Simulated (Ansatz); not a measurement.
Input file:

```
crystal:
  periodic: [false, false, false]
  atoms:
    - {symbol: Si, position_ang: [0.095234, -0.145670, 0.735169]}
    - {symbol: H, position_ang: [-0.354402, 0.617129, -1.539997]}
    - {symbol: S, position_ang: [0.949190, -1.863108, 0.763288]}
    - {symbol: H, position_ang: [-0.020079, -0.058757, -1.584200]}
    - {symbol: F, position_ang: [-1.439676, 0.176456, 0.847283]}
    - {symbol: F, position_ang: [0.769833, 1.273949, 0.778557]}
basis:
  gaussian: {orbitals: def2-TZVPP}
hamiltonian: {xc: pbe0, dispersion: d4}
output: {orbitals: {seedname: orbitals}}
```

Launched as:

```sh
ansatz run in.yaml --threads 2 --pin off --events-out ev --progress --plain --max-ram 4352MiB
```

The product side of a reaction path; geometry: PBE0-D4/def2-TZVP.

All numbers below come from Ansatz 0.2.0, RKS PBE0-D4/def2-TZVPP.

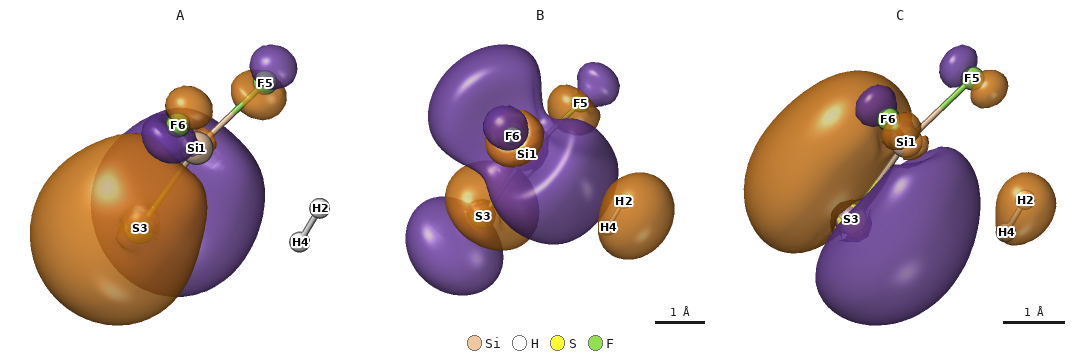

F$_{2}$SSi···H$_{2}$. Three frontier orbitals at ±0.08 Å⁻³ᐟ² (orange and purple are the two phases), in no order.

### Order the three orbitals by energy and name them.

C is the HOMO−1 (−8.18 eV). Its weight (Hirshfeld) is mainly on S3 (about 75 %) and Si1 (about 20 %). A is the HOMO (−7.85 eV). It lies mainly on S3 (about 80 %) and Si1 (about 15 %); largely a lone pair of S3. B is the LUMO (−1.13 eV). By Hirshfeld shares it lies mainly on Si1 (about 45 %), S3 (about 25 %), F6 (about 10 %) and F5 (about 10 %).

### What is the HOMO–LUMO gap?

6.72 eV between the orbital energies.
